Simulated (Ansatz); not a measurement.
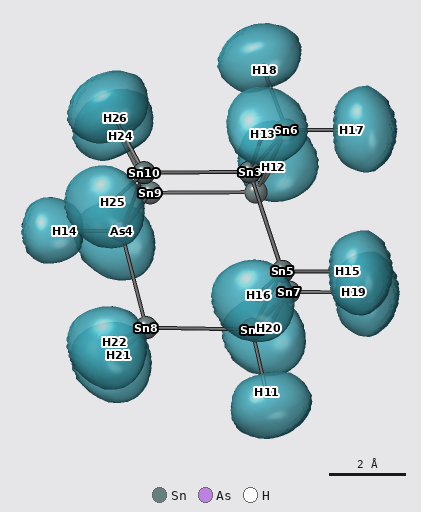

Figure 1: AsH$_{16}$Sn$_{9}$ (charge +1). Isosurface of the ELF at 0.9 (cyan), seen across its widest extent. Only the valence region is drawn (cores and ρ < 0.01 e/Å³ removed).

Geometry: r2SCAN-D4/def2-SVP; core potentials replace the inner electrons of Sn.

Level of theory: Ansatz 0.2.0, RKS PBE0-D4/def2-TZVP.

Input

```
crystal:
  periodic: [false, false, false]
  atoms:
    - {symbol: Sn, position_ang: [-1.649471, 1.561461, -1.655540]}
    - {symbol: Sn, position_ang: [1.561854, -1.652650, -1.648668]}
    - {symbol: Sn, position_ang: [-1.651338, -1.648725, 1.559772]}
    - {symbol: As, position_ang: [1.423772, 1.435131, 1.426006]}
    - {symbol: Sn, position_ang: [-3.290731, 0.010810, 0.005434]}
    - {symbol: Sn, position_ang: [0.012006, -3.292604, 0.014408]}
    - {symbol: Sn, position_ang: [0.012530, 0.006902, -3.292614]}
    - {symbol: Sn, position_ang: [-0.016961, 3.144756, -0.016122]}
    - {symbol: Sn, position_ang: [3.136136, -0.008811, -0.010003]}
    - {symbol: Sn, position_ang: [-0.009815, -0.012400, 3.137657]}
    - {symbol: H, position_ang: [-2.556646, 2.704212, -2.563856]}
    - {symbol: H, position_ang: [2.710008, -2.557493, -2.552556]}
    - {symbol: H, position_ang: [-2.560062, -2.550667, 2.706257]}
    - {symbol: H, position_ang: [2.297366, 2.308728, 2.300306]}
    - {symbol: H, position_ang: [-4.282048, -0.978000, -0.981243]}
    - {symbol: H, position_ang: [-4.254736, 1.011441, 1.006649]}
    - {symbol: H, position_ang: [-0.971643, -4.288846, -0.972182]}
    - {symbol: H, position_ang: [1.015324, -4.250199, 1.019124]}
    - {symbol: H, position_ang: [-0.975730, -0.980834, -4.283345]}
    - {symbol: H, position_ang: [1.015845, 1.005615, -4.256382]}
    - {symbol: H, position_ang: [1.216692, 4.063256, -0.770036]}
    - {symbol: H, position_ang: [-0.777153, 4.057776, 1.217729]}
    - {symbol: H, position_ang: [4.053915, 1.221445, -0.770338]}
    - {symbol: H, position_ang: [4.049638, -0.762777, 1.227359]}
    - {symbol: H, position_ang: [-0.763080, 1.216534, 4.062858]}
    - {symbol: H, position_ang: [1.230327, -0.771461, 4.043326]}
basis:
  gaussian: {orbitals: def2-TZVP, fitting: {mean_field: def2-universal-jkfit}, initial_orbitals: start.molden}
total_charge: 1
hamiltonian: {xc: pbe0, dispersion: d4}
scf: {omitted_lower_state_checks: [starts]}
output: {orbitals: {seedname: orbitals}}
```

Command:

```sh
ansatz run in.yaml --threads 2 --pin off --events-out ev --progress --plain --max-ram 32768MiB --backend cuda --devices 0, --max-vram 18GiB
```

> Describe the localisation domains.

At this value the surface marks out 16 regions around hydrogen nuclei.

Values along the shortest contacts:
Sn–As (2.66 Å): the ELF peaks at about 0.85 between the atoms; localised, covalent bonding. Sn–Sn (2.80 Å): the ELF peaks at about 0.75 between the atoms.
